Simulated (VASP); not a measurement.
Band structure of GeW (relaxed from the CsCl structure, space group Pm-3m). Method: r2SCAN meta-GGA, VASP's PBE PAW potentials (set 64) (plane waves; VASP 6.6.1).

Unless said otherwise, spin-orbit coupling is left out, though it shifts the bands of the heavy elements here.

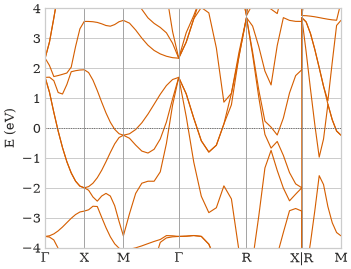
Figure. Bands along high-symmetry lines, zero at the valence-band maximum or, without a gap, the Fermi level

Problem. Read the plot: is there a gap, and where are the band edges?

Solution. It has no gap at this level: it comes out as a metal or semimetal.

The structure was generated: GeW was put into the CsCl type (Pm-3m), which need not be its known phase. It was relaxed first, which changed the volume by -8 %.
